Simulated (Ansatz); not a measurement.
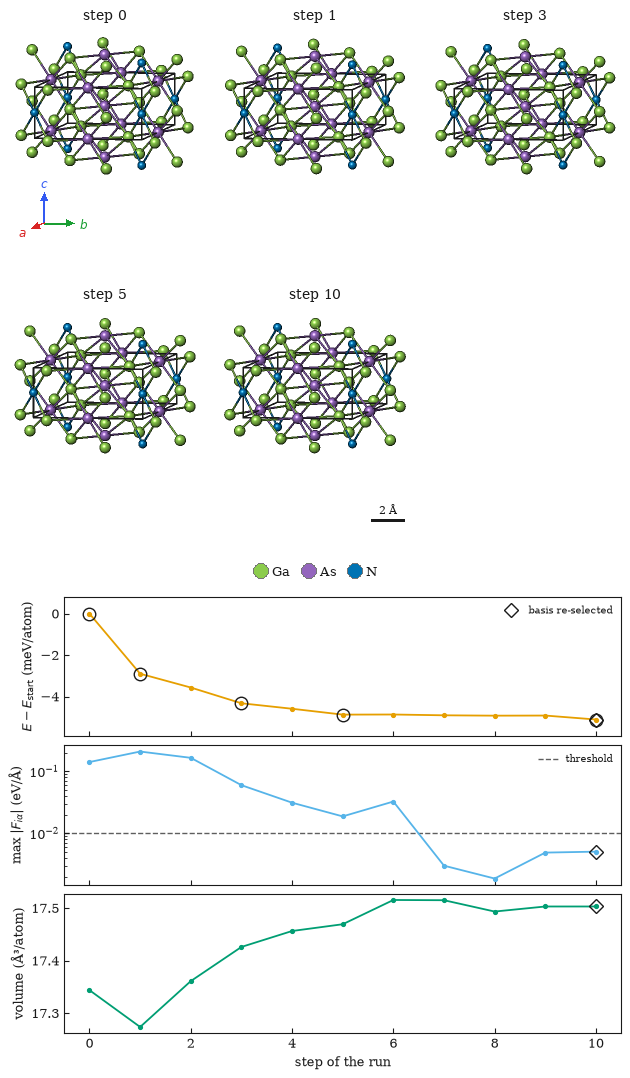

Frames of a relaxation of crystalline Ga₄As₃N (a generated structure, set up in Cmmm), marked on the history of the run. Style: ball-and-stick. Shown: the cell of the calculation, slightly off an axis.

The calculation used Ansatz 0.2.0, DFT PBE, scalar-relativistic, plane waves, PAW. Set-up: plane-wave cutoff 420 eV; k-point mesh 6 × 6 × 12; occupations gaussian; smearing width 0.1 eV; no spin polarisation; cell and atoms relaxed; force threshold 0.01 eV/Å; at most 80 steps.

What happens along the run?

After 9 accepted moves (10 points after the start) the energy has fallen by 5.1 meV per atom. The largest force component goes from 0.14 to 0.0051 eV/Å. Pressure: 0.13 GPa at the start and 0.01 GPa at the end. At 1 point the geometry stayed and the basis and grid were re-selected for the new cell (energy shift of 0.2 meV per atom at most each time). The largest moves relative to the cell, 0.11 Å, are those of Ga atoms. As and N stay in place. Cell: a = b 6.658 → 6.791 Å (+2.0 %), c 3.205 → 3.120 Å (−2.6 %), γ 102.4° → 103.3°. Volume +0.9 %. Near-neighbour distances that change, for instance: As–Ga 2.662 → 2.737 Å, As–Ga 2.566 → 2.520 Å, Ga–N 2.190 → 2.148 Å, As–Ga 3.122 → 3.149 Å. Among the angles between lasting bonds that change: As–Ga–As 178.8° → 173.7°, As–Ga–As 90.6° → 93.1°, Ga–As–Ga 75.1° → 72.9°. The space group stays Cmmm (No. 65). From step 0 to 1: Ga atoms move most (0.03 Å), volume −0.4 %, energy −2.9 meV per atom. From step 1 to 3: Ga atoms move most (0.04 Å), volume +0.9 %, energy −1.4 meV per atom. From step 3 to 5: Ga atoms move most (0.05 Å), volume +0.2 %, energy −0.5 meV per atom. From step 5 to 10: volume +0.2 %, energy −0.2 meV per atom.
